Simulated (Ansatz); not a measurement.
## Electronic structure of Br₃H₂NTi in real space

```yaml
atoms:
  - { symbol: Br, position_ang: [0.9490, -1.6149, 0.1259] }
  - { symbol: Br, position_ang: [2.3441, 1.6489, -1.5225] }
  - { symbol: Br, position_ang: [-1.4192, 1.0852, -1.1992] }
  - { symbol: N, position_ang: [0.7204, 1.4704, 1.4030] }
  - { symbol: Ti, position_ang: [0.6705, 0.6710, -0.2277] }
  - { symbol: H, position_ang: [0.9738, 2.4457, 1.5528] }
  - { symbol: H, position_ang: [0.4490, 1.0137, 2.2721] }
```

Geometry: PBE0-D4/def2-SVP.

Theory: isolated molecule in a Gaussian basis; Kohn-Sham density functional theory, functional PBE0 in Ansatz 0.2.0.

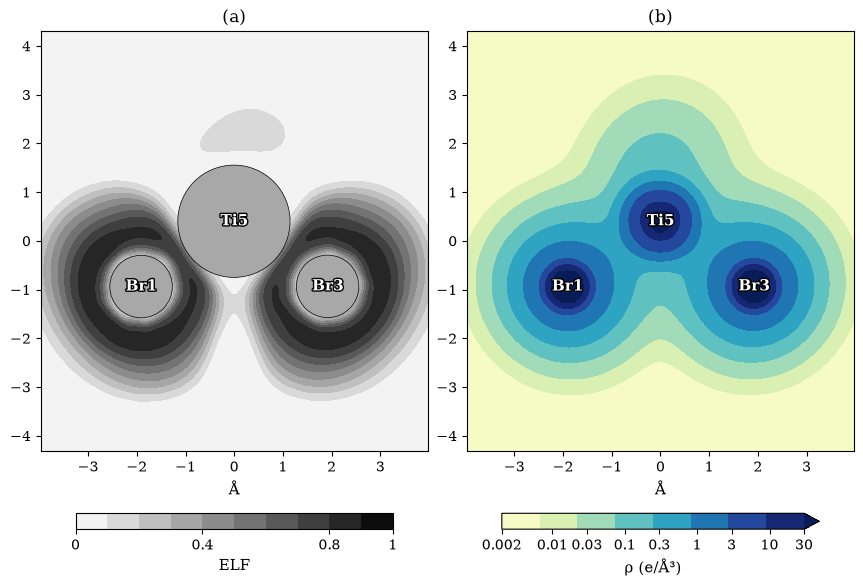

Figure 1. (a) ELF; (b) electron density on the plane of atoms Br1, Ti5 and Br3. Grey discs cover the atomic cores in the ELF map.

> What does the map show?

Atoms in the plane: Br and Ti.
Ti–Br (2.33 Å): ρ is about 0.61 e/Å³ halfway; the ELF peaks at about 0.75 in the valence shell of Br, 1.0 Å from its nucleus, and is about 0.55 at the midpoint.

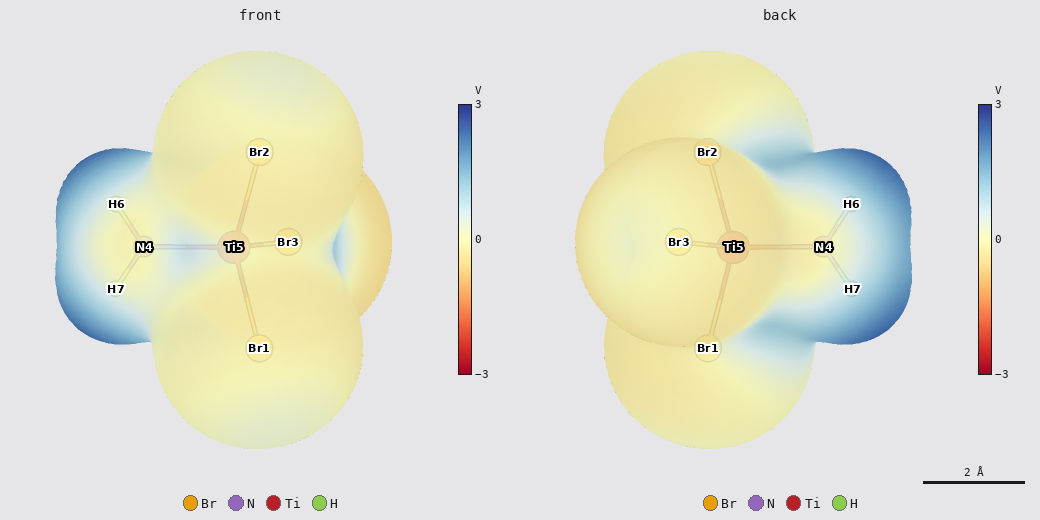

Figure 2. The electrostatic potential painted on the density surface at 0.002 e/bohr³, seen from the front and from behind; red is negative and blue positive.

> Where is the surface potential most negative and most positive?

The most negative region (about −0.5 V) lies over Br3, the most positive (about +2.4 V) over H6 and H7. Br1 shows a σ-hole: about +0.3 V at the tip opposite its bond, against about −0.2 V on its flanks. Br2 shows a σ-hole: about +0.3 V at the tip opposite its bond, against about −0.2 V on its flanks.

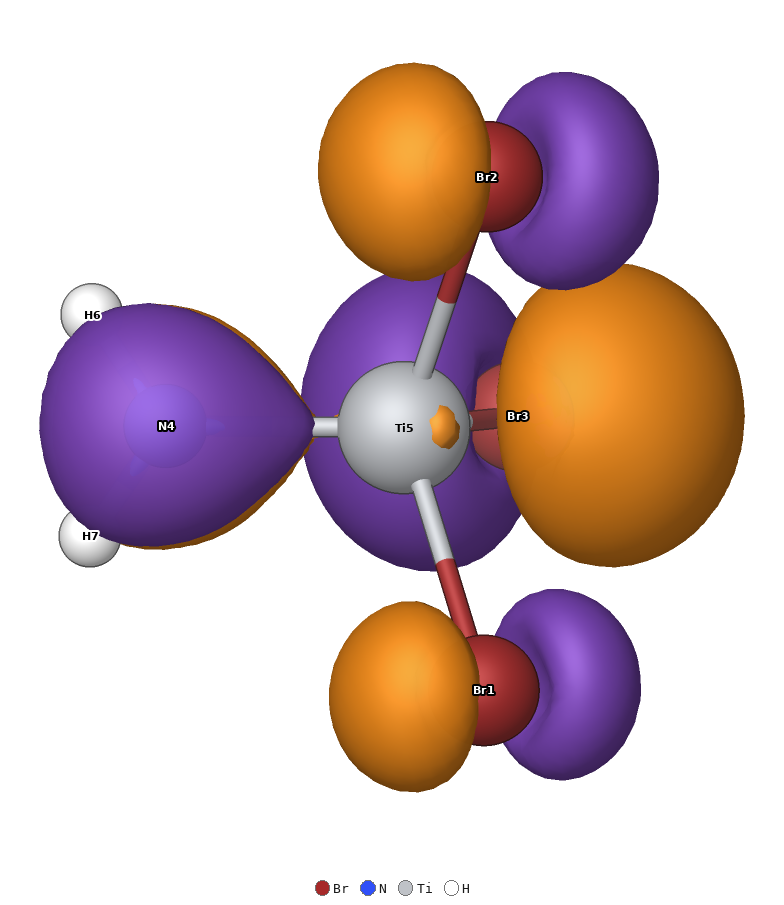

Figure 3. The HOMO at ±0.1 Å⁻³ᐟ² (orange and purple are the two phases), seen across its widest extent.

> What is the character of this orbital?

By Hirshfeld shares it lies mainly on Br3 (about 45 %), N4 (about 25 %), Br1 (about 10 %) and Br2 (about 10 %); largely a combination of lone pairs on Br3, N4, Br1 and Br2. Its energy is −8.23 eV.
